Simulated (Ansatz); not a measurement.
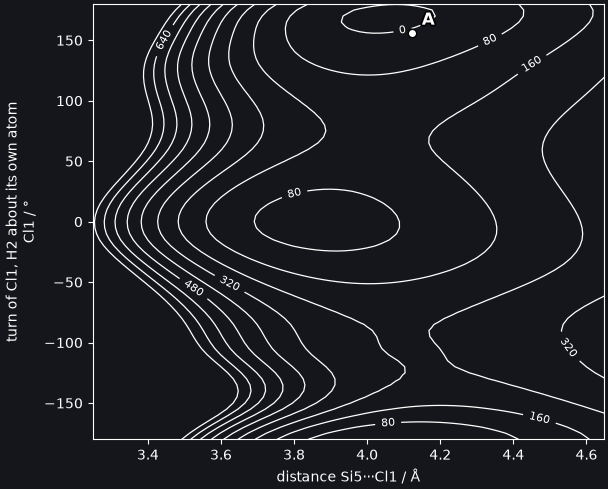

The pair ClH···CH₆OSi. The turn is about an axis along (−0.05, −0.96, −0.28) in the frame of the relaxed pair, normal to the line between the partners. First axis: distance Si5···Cl1. Second axis: turn of Cl1, H2 about its own atom Cl1. The grid has 15 × 15 points. Points are written as (first, second). All energies are given in cm⁻¹ relative to the lowest grid point. Method: Ansatz, RKS PBE0-D4/def2-SVPD.

The picture shows contour lines labelled in cm⁻¹ (none above 720), the point A. Between grid points the surface is interpolated.

### Is A at rest? If not, where is it pushed?

A, at (4.123 Å, 156°), is not a stationary point. The computed force is 166 cm⁻¹ for each Å towards smaller values of distance Si5···Cl1 and 2.1 cm⁻¹ for each degree towards larger values of the second coordinate.
